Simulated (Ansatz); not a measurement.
# Ge2PH (singlet): one geometry, many settings at a displaced geometry (v1)

Aim: run Ge2PH (singlet) at one geometry under a spread of methods and options, and see what each costs and gives.

Program: Ansatz 0.2.0, Gaussian basis. Level of theory: the settings change from run to run. These are calculated values, not measurements.

19 further runs of the same task are left out: 9 that didn't finish, 10 set aside as unsound or not needed.

## (1) The geometry

The geometry is a PBE0/def2-TZVP stationary point (not a proven minimum) with its atoms shifted at random (size 0.040 Å). No spin-orbit coupling is included. The filled d shell of Ge may be among the frozen orbitals whatever the setting's name suggests; the logs give the count.

4 atoms, charge 0, spin multiplicity 1.

Atoms are counted from 1 here; the program's logs count them from 0.

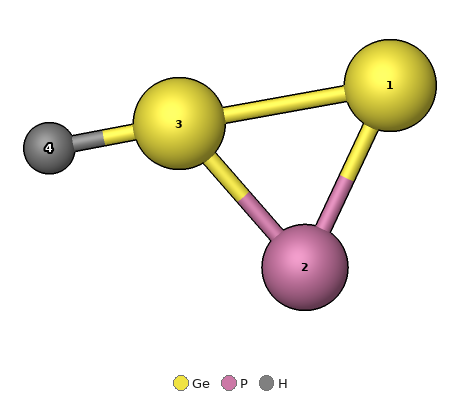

The geometry (germanium yellow, phosphorus pink, hydrogen grey); atoms are numbered from 1 in the order of the file.

## (2) BCCD(T)/cc-pVDZ

File in.yaml:

```yaml
crystal:
  periodic: [false, false, false]
  atoms:
    - {symbol: Ge, position_ang: [-0.018852, -0.319960, 1.255972]}
    - {symbol: P, position_ang: [-0.019685, 1.545601, -0.079838]}
    - {symbol: Ge, position_ang: [0.028279, -0.334654, -1.184556]}
    - {symbol: H, position_ang: [-0.074498, -0.319378, -2.693351]}
basis:
  gaussian: {orbitals: cc-pVDZ}
magnetization: {spin_polarized: false}
hamiltonian: {xc: {name: PBE}}
correlation: {method: bccd_t, electrons: outside_noble_gas}
scf: {lower_state_search: full}
output: {forces: true}
```

On the command line:

```bash
$ ansatz run in.yaml --threads 1 --pin off --events-out ev --progress --plain --max-ram 2393MiB
```

The program printed (excerpt; [...] marks lines left out):

```text
Functional definition: PBE
  name "PBE"
  cite "Perdew, Burke & Ernzerhof, Phys. Rev. Lett. 77, 3865 (1996) doi:10.1103/PhysRevLett.77.3865"
  parent pbe
[...]
892 factors; integrals over basis functions are off by at most 1.2e-3 eV
[...]
mean field -122318.12031342 eV, -4495.1080113184 hartree, gradient 2.7e-6 eV, S^2 0.000000; 0 other end points of the search recorded, 0 dependent functions left out
33 core orbitals not correlated: weight in the atoms' cores, before any rotation towards them, 0.999 or more for the frozen orbitals, at most 0.001 for the correlated occupied ones
reference -122231.41200465 eV, -4491.9215397443 hartree; 7, 7 occupied and 37, 37 virtual orbitals, 892 factors
second order -8.07945016 eV of doubles, -0.44359077 eV of singles
cycle   1  -8.44835045 eV  change    6.4e-2 eV  update   1.0e-1
[...]
cycle  12  -8.83297645 eV  change    4.6e-7 eV  update   5.7e-6
perturbative correction -0.49470770 eV, -0.0181801728 hartree
[...]
Total energy: -122240.73968881 eV, -4492.2643258146 hartree
Atom 0 at    -0.018852    -0.319960     1.255972 Å, force     0.046908    -0.710985     0.344530 eV/Å
Atom 1 at    -0.019685     1.545601    -0.079838 Å, force    -0.030029     1.752097     0.070946 eV/Å
Atom 2 at     0.028279    -0.334654    -1.184556 Å, force    -0.035752    -1.089301     0.289696 eV/Å
Atom 3 at    -0.074498    -0.319378    -2.693351 Å, force     0.018872     0.048189    -0.705172 eV/Å
Dipole moment:     0.004346    -0.172742    -0.069660 e Å
```

Wall time 18 s (1 thread of Arm Neoverse N1, shared host).

From the report: correlation -9.3277 eV; largest double amplitude 0.08.

## (3) MP2 on UHF/cc-pVDZ

in.yaml, as its differences from that of step 2:

```diff
@@ -9,6 +9,3 @@
   gaussian: {orbitals: cc-pVDZ}
-magnetization: {spin_polarized: false}
-hamiltonian: {xc: {name: PBE}}
-correlation: {method: bccd_t, electrons: outside_noble_gas}
-scf: {lower_state_search: full}
-output: {forces: true}
+magnetization: {spin_polarized: true, initial_magnetization: 0}
+correlation: {method: mp2, electrons: outside_noble_gas}
```

The command is unchanged.

The program printed (excerpt; [...] marks lines left out):

```text
Functional definition: HF
  name "HF"
  cite "Fock, Z. Phys. 61, 126 (1930) doi:10.1007/BF01340294"
  parent pbe
[...]
892 factors; integrals over basis functions are off by at most 1.2e-3 eV
[...]
mean field -122232.62389877 eV, -4491.9660760316 hartree, gradient 2.6e-6 eV, S^2 0.000000; 6 other end points of the search recorded, 0 dependent functions left out
33 core orbitals not correlated: weight in the atoms' cores, before any rotation towards them, 0.999 or more for the frozen orbitals, at most 0.001 for the correlated occupied ones
reference -122232.62389877 eV, -4491.9660760316 hartree; 7, 7 occupied and 37, 37 virtual orbitals, 892 factors
second order -7.47232429 eV of doubles, -0.00000000 eV of singles
Total energy: -122240.09622306 eV, -4492.2406788843 hartree
```

Run time: 13 s. Hardware: 1 thread of Arm Neoverse N1, shared host.

From the report: ⟨S²⟩ of the determinant 0.000 (pure singlet: 0.00).

## (4) CISD/6-31G

in.yaml, as its differences from that of step 3:

```diff
@@ -8,4 +8,4 @@
 basis:
-  gaussian: {orbitals: cc-pVDZ}
-magnetization: {spin_polarized: true, initial_magnetization: 0}
-correlation: {method: mp2, electrons: outside_noble_gas}
+  gaussian: {orbitals: 6-31G}
+correlation: {active_space: {ras: {orbitals: [7, 0, 33], electrons: 14, max_holes: 2, max_particles: 2}, fixed_orbitals: true}}
+output: {forces: true}
```

Same command.

The program printed (excerpt; [...] marks lines left out):

```text
Functional definition: HF
  name "HF"
  cite "Fock, Z. Phys. 61, 126 (1930) doi:10.1007/BF01340294"
  parent pbe
[...]
672 factors; integrals over basis functions are off by at most 4.5e-4 eV
[...]
mean field -122213.93198537 eV, -4491.2791608838 hartree, gradient 6.6e-6 eV, S^2 0.000000; 0 other end points of the search recorded, 0 dependent functions left out
reference -122213.93198537 eV, -4491.2791608838 hartree; 40, 40 occupied and 33, 33 virtual orbitals, 672 factors
state -122218.32871348 eV, -4491.4407376617 hartree
[...]
Total energy: -122218.32871348 eV, -4491.4407376617 hartree
Atom 0 at    -0.018852    -0.319960     1.255972 Å, force     0.031835    -1.347707     1.223351 eV/Å
Atom 1 at    -0.019685     1.545601    -0.079838 Å, force    -0.041267     2.974772     0.011995 eV/Å
Atom 2 at     0.028279    -0.334654    -1.184556 Å, force    -0.007796    -1.604664    -0.609262 eV/Å
Atom 3 at    -0.074498    -0.319378    -2.693351 Å, force     0.017227    -0.022402    -0.626084 eV/Å
Dipole moment:     0.001259    -0.330649    -0.068485 e Å
```

Run time: 9 s. Hardware: 1 thread of Arm Neoverse N1, shared host.

From the report: 76,000 determinants.

## (5) CCSDT(Q) on RHF/STO-3G

in.yaml, as its differences from that of step 4:

```diff
@@ -8,4 +8,5 @@
 basis:
-  gaussian: {orbitals: 6-31G}
-correlation: {active_space: {ras: {orbitals: [7, 0, 33], electrons: 14, max_holes: 2, max_particles: 2}, fixed_orbitals: true}}
-output: {forces: true}
+  gaussian: {orbitals: STO-3G}
+magnetization: {spin_polarized: false}
+correlation: {method: ccsdt_q, electrons: outside_noble_gas}
+accuracy: high
```

Launched as before.

The program printed (excerpt; [...] marks lines left out):

```text
Functional definition: HF
  name "HF"
  cite "Fock, Z. Phys. 61, 126 (1930) doi:10.1007/BF01340294"
  parent pbe
[...]
696 factors; integrals over basis functions are off by at most 4.6e-9 eV
[...]
mean field -120843.73449900 eV, -4440.9253320132 hartree, gradient 1.4e-8 eV, S^2 0.000000; 1 other end points of the search recorded, 0 dependent functions left out; unrestricted orbitals would lower it
33 core orbitals not correlated, not the lowest: weight in the atoms' cores, before any rotation towards them, 0.848 or more for the frozen orbitals, at most 0.146 for the correlated occupied ones
reference -120843.73449900 eV, -4440.9253320132 hartree; 7, 7 occupied and 6, 6 virtual orbitals, 696 factors
second order -3.57499264 eV of doubles, -0.00000000 eV of singles
cycle   1  -3.81583210 eV  change   -2.4e-1 eV  update   9.4e-2
[...]
cycle  29  -4.27398731 eV  change   4.2e-10 eV  update   1.1e-9
perturbative correction -0.03242743 eV, -0.0011916862 hartree
Total energy: -120848.04091375 eV, -4441.0835898361 hartree
```

Run time: 2.3 s. Hardware: 1 thread of Arm Neoverse N1, shared host.

From the report: correlation -4.3064 eV; T1 0.014; largest double amplitude 0.17.

## (6) BCCD(T) on RHF/def2-SVP

in.yaml, as its differences from that of step 5:

```diff
@@ -8,5 +8,6 @@
 basis:
-  gaussian: {orbitals: STO-3G}
+  gaussian: {orbitals: def2-SVP, point_charges: [{charge: 1.00, position_ang: [3.166, 0.463, 0.311]}]}
 magnetization: {spin_polarized: false}
-correlation: {method: ccsdt_q, electrons: outside_noble_gas}
-accuracy: high
+correlation: {method: bccd_t, electrons: outside_noble_gas}
+scf: {omitted_lower_state_checks: [cluster_reference]}
+output: {forces: true}
```

Same command.

The program printed (excerpt; [...] marks lines left out):

```text
Functional definition: HF
  name "HF"
  cite "Fock, Z. Phys. 61, 126 (1930) doi:10.1007/BF01340294"
  parent pbe
[...]
842 factors; integrals over basis functions are off by at most 1.4e-3 eV
[...]
mean field -122217.28699645 eV, -4491.4024552671 hartree, gradient 2.5e-6 eV, S^2 0.000000; 0 other end points of the search recorded, 0 dependent functions left out
33 core orbitals not correlated: weight in the atoms' cores, before any rotation towards them, 0.999 or more for the frozen orbitals, at most 0.001 for the correlated occupied ones
reference -122217.28699645 eV, -4491.4024552671 hartree; 7, 7 occupied and 47, 47 virtual orbitals, 842 factors
second order -7.46804550 eV of doubles, -0.00000000 eV of singles
cycle   1  -7.89185561 eV  change   -4.2e-1 eV  update   9.7e-2
[...]
cycle  14  -8.24132806 eV  change   -6.8e-7 eV  update   1.9e-6
perturbative correction -0.50026266 eV, -0.0183843136 hartree
[...]
Total energy: -122226.02858717 eV, -4491.7237028008 hartree
Atom 0 at    -0.018852    -0.319960     1.255972 Å, force     0.174686    -0.712817     0.330747 eV/Å
Atom 1 at    -0.019685     1.545601    -0.079838 Å, force     0.148240     1.703534     0.064293 eV/Å
Atom 2 at     0.028279    -0.334654    -1.184556 Å, force     0.094140    -1.017969     0.138922 eV/Å
Atom 3 at    -0.074498    -0.319378    -2.693351 Å, force    -0.022258     0.022022    -0.533038 eV/Å
Dipole moment:    -0.535619    -0.192816    -0.202842 e Å
Checks for a lower state left out: cluster_reference
```

Run time: 16 s. Hardware: 1 thread of Arm Neoverse N1, shared host; peak memory 0.27 GiB.

From the report: correlation -8.7416 eV; largest double amplitude 0.08.

## (7) BCCD(T) on RHF/def2-mTZVP

File in.yaml:

```yaml
crystal:
  periodic: [false, false, false]
  atoms:
    - {symbol: Ge, position_ang: [-0.018852, -0.319960, 1.255972]}
    - {symbol: P, position_ang: [-0.019685, 1.545601, -0.079838]}
    - {symbol: Ge, position_ang: [0.028279, -0.334654, -1.184556]}
    - {symbol: H, position_ang: [-0.074498, -0.319378, -2.693351]}
basis:
  gaussian: {orbitals: def2-mTZVP}
magnetization: {spin_polarized: false}
correlation: {method: bccd_t, electrons: outside_noble_gas, diis_vectors: 4}
output: {forces: true}
```

The command is unchanged.

The program printed (excerpt; [...] marks lines left out):

```text
Functional definition: HF
  name "HF"
  cite "Fock, Z. Phys. 61, 126 (1930) doi:10.1007/BF01340294"
  parent pbe
[...]
886 factors; integrals over basis functions are off by at most 6.6e-4 eV
[...]
mean field -122234.05545892 eV, -4492.0186848967 hartree, gradient 1.8e-6 eV, S^2 0.000000; 0 other end points of the search recorded, 0 dependent functions left out
33 core orbitals not correlated: weight in the atoms' cores, before any rotation towards them, 0.999 or more for the frozen orbitals, at most 0.001 for the correlated occupied ones
reference -122234.05545892 eV, -4492.0186848967 hartree; 7, 7 occupied and 57, 57 virtual orbitals, 886 factors
second order -7.35805553 eV of doubles, -0.00000000 eV of singles
cycle   1  -7.73162141 eV  change   -3.7e-1 eV  update   1.0e-1
[...]
cycle  15  -8.08689977 eV  change    2.8e-7 eV  update   2.2e-6
perturbative correction -0.51610880 eV, -0.0189666486 hartree
[...]
Total energy: -122242.65846749 eV, -4492.3348396304 hartree
Atom 0 at    -0.018852    -0.319960     1.255972 Å, force     0.045778    -0.513514     0.056030 eV/Å
Atom 1 at    -0.019685     1.545601    -0.079838 Å, force    -0.022371     1.263772     0.043936 eV/Å
Atom 2 at     0.028279    -0.334654    -1.184556 Å, force    -0.027843    -0.798028     0.727680 eV/Å
Atom 3 at    -0.074498    -0.319378    -2.693351 Å, force     0.004436     0.047770    -0.827646 eV/Å
Dipole moment:     0.002238    -0.189197    -0.085586 e Å
```

Wall time 25 s (1 thread of Arm Neoverse N1, shared host); peak memory 0.37 GiB.

From the report: correlation -8.6030 eV; largest double amplitude 0.10.

## (8) BCCD on RHF/cc-pVDZ

in.yaml, as its differences from that of step 7:

```diff
@@ -8,5 +8,5 @@
 basis:
-  gaussian: {orbitals: def2-mTZVP}
+  gaussian: {orbitals: cc-pVDZ}
 magnetization: {spin_polarized: false}
-correlation: {method: bccd_t, electrons: outside_noble_gas, diis_vectors: 4}
-output: {forces: true}
+correlation: {method: bccd, electrons: valence}
+accuracy: high
```

Same command.

The program printed (excerpt; [...] marks lines left out):

```text
Functional definition: HF
  name "HF"
  cite "Fock, Z. Phys. 61, 126 (1930) doi:10.1007/BF01340294"
  parent pbe
[...]
1627 factors; integrals over basis functions are off by at most 4.7e-9 eV
[...]
mean field -122232.62410025 eV, -4491.9660834359 hartree, gradient 4.8e-8 eV, S^2 0.000000; 0 other end points of the search recorded, 0 dependent functions left out
23 core orbitals not correlated: weight in the atoms' cores, before any rotation towards them, 1.000 or more for the frozen orbitals, at most 0.000 for the correlated occupied ones
reference -122232.62410025 eV, -4491.9660834359 hartree; 17, 17 occupied and 37, 37 virtual orbitals, 1627 factors
second order -8.53529321 eV of doubles, -0.00000000 eV of singles
cycle   1  -8.85258977 eV  change   -3.2e-1 eV  update   1.0e-1
[...]
cycle  27  -9.24317407 eV  change   -1.0e-9 eV  update   1.8e-9
Total energy: -122241.86727433 eV, -4492.3057638178 hartree
```

It took 28 s on 1 thread of Arm Neoverse N1, shared host; peak memory 0.33 GiB.

From the report: correlation -9.2432 eV; largest double amplitude 0.08.

## (9) CCSD on RHF/cc-pVDZ

in.yaml, as its differences from that of step 8:

```diff
@@ -8,5 +8,5 @@
 basis:
-  gaussian: {orbitals: cc-pVDZ}
+  gaussian: {orbitals: cc-pVDZ, fitting: {mean_field: def2-universal-jkfit}, point_charges: [{charge: -0.50, position_ang: [3.542, 0.318, 0.258]}]}
 magnetization: {spin_polarized: false}
-correlation: {method: bccd, electrons: valence}
-accuracy: high
+correlation: {method: ccsd, electrons: valence}
+output: {forces: true}
```

Launched as before.

The program printed (excerpt; [...] marks lines left out):

```text
Functional definition: HF
  name "HF"
  cite "Fock, Z. Phys. 61, 126 (1930) doi:10.1007/BF01340294"
  parent pbe
[...]
678 factors; integrals over basis functions are off by at most 3.3e-1 eV
[...]
mean field -122232.73118402 eV, -4491.9700186918 hartree, gradient 2.7e-6 eV, S^2 0.000000; 0 other end points of the search recorded, 0 dependent functions left out
23 core orbitals not correlated: weight in the atoms' cores, before any rotation towards them, 1.000 or more for the frozen orbitals, at most 0.000 for the correlated occupied ones
reference -122232.73118402 eV, -4491.9700186918 hartree; 17, 17 occupied and 37, 37 virtual orbitals, 678 factors
second order -8.53326878 eV of doubles, -0.00000000 eV of singles
cycle   1  -8.82901963 eV  change   -3.0e-1 eV  update   1.0e-1
[...]
cycle  12  -9.26570313 eV  change    2.7e-6 eV  update   3.2e-6
[...]
Total energy: -122241.99688715 eV, -4492.3105270012 hartree
Atom 0 at    -0.018852    -0.319960     1.255972 Å, force     0.139037    -0.415544    -0.119652 eV/Å
Atom 1 at    -0.019685     1.545601    -0.079838 Å, force    -0.073848     1.193827     0.096919 eV/Å
Atom 2 at     0.028279    -0.334654    -1.184556 Å, force    -0.023627    -0.782141     0.591693 eV/Å
Atom 3 at    -0.074498    -0.319378    -2.693351 Å, force     0.043302     0.046293    -0.571869 eV/Å
Dipole moment:     0.208339    -0.177021    -0.026932 e Å
```

Run time: 15 s. Hardware: 1 thread of Arm Neoverse N1, shared host.

From the report: correlation -9.2657 eV; T1 0.013; largest double amplitude 0.08.

## (10) CCSD(T)/cc-pVDZ

File in.yaml:

```yaml
crystal:
  periodic: [false, false, false]
  atoms:
    - {symbol: Ge, position_ang: [-0.018852, -0.319960, 1.255972]}
    - {symbol: P, position_ang: [-0.019685, 1.545601, -0.079838]}
    - {symbol: Ge, position_ang: [0.028279, -0.334654, -1.184556]}
    - {symbol: H, position_ang: [-0.074498, -0.319378, -2.693351]}
basis:
  gaussian: {orbitals: cc-pVDZ}
magnetization: {spin_polarized: false}
hamiltonian: {xc: {name: B3LYP}}
correlation: {method: ccsd_t, electrons: outside_noble_gas}
```

Same command.

The program printed (excerpt; [...] marks lines left out):

```text
Functional definition: B3LYP
  name "B3LYP"
  cite "Stephens, Devlin, Chabalowski & Frisch, J. Phys. Chem. 98, 11623 (1994) doi:10.1021/j100096a001"
  cite "Becke, Phys. Rev. A 38, 3098 (1988) doi:10.1103/PhysRevA.38.3098"
  cite "Lee, Yang & Parr, Phys. Rev. B 37, 785 (1988) doi:10.1103/PhysRevB.37.785"
  cite "Vosko, Wilk & Nusair, Can. J. Phys. 58, 1200 (1980) doi:10.1139/p80-159"
[...]
892 factors; integrals over basis functions are off by at most 1.2e-3 eV
[...]
mean field -122342.20536893 eV, -4495.9931207829 hartree, gradient 4.3e-6 eV, S^2 0.000000; 0 other end points of the search recorded, 0 dependent functions left out
33 core orbitals not correlated: weight in the atoms' cores, before any rotation towards them, 0.999 or more for the frozen orbitals, at most 0.001 for the correlated occupied ones
reference -122231.78148010 eV, -4491.9351177166 hartree; 7, 7 occupied and 37, 37 virtual orbitals, 892 factors
second order -7.97552538 eV of doubles, -0.34197690 eV of singles
cycle   1  -8.28397127 eV  change    2.4e-2 eV  update   1.0e-1
[...]
cycle  10  -8.67648025 eV  change    1.0e-5 eV  update   1.6e-5
perturbative correction -0.51054324 eV, -0.0187621181 hartree
Total energy: -122240.96850360 eV, -4492.2727346029 hartree
```

Run time: 9 s. Hardware: 1 thread of Arm Neoverse N1, shared host.

From the report: correlation -9.1870 eV; T1 0.017; largest double amplitude 0.08. The orbitals are Kohn-Sham ones, so correlation energy and T1 don't compare with those on Hartree-Fock orbitals.

## (11) The runs in one table

Where basis and cores are those of an earlier RCCSDT(Q)/cc-pVDZ run (-122241.4275 eV), and the state is the same kind, the miss against it is given.

```tsv
level	correlated	functions	energy (eV)	from RCCSDT(Q) (meV)	time
BCCD(T)/cc-pVDZ (on PBE orbitals)	outside noble gas	77	-122240.7397	687.8	18 s
MP2 on UHF/cc-pVDZ	outside noble gas	77	-122240.0962	1331.3	13 s
CISD/6-31G	outside noble gas	73	-122218.3287		9 s
CCSDT(Q) on RHF/STO-3G	outside noble gas	46	-120848.0409		2.3 s
BCCD(T) on RHF/def2-SVP (beside a point charge)	outside noble gas	87	-122226.0286		16 s
BCCD(T) on RHF/def2-mTZVP	outside noble gas	97	-122242.6585		25 s
BCCD on RHF/cc-pVDZ	valence	77	-122241.8673		28 s
CCSD on RHF/cc-pVDZ (beside a point charge)	valence	77	-122241.9969		15 s
CCSD(T)/cc-pVDZ (on B3LYP orbitals)	outside noble gas	77	-122240.9685	459.0	9 s
```

## (12) Summary of results

```
quantity                          value
    runs                              9
quickest  CCSDT(Q) on RHF/STO-3G, 2.3 s
 slowest      BCCD on RHF/cc-pVDZ, 28 s
```

In words: Total energies in different bases, with other cores or another treatment of relativity can't be set against each other. BCCD on RHF/cc-pVDZ took 12 times as long as CCSDT(Q) on RHF/STO-3G; the jobs differ in more than the method. Among the correlated runs with a miss given, it spans +459 to +1331 meV. Cores frozen from Kohn-Sham orbitals shift the total energy.
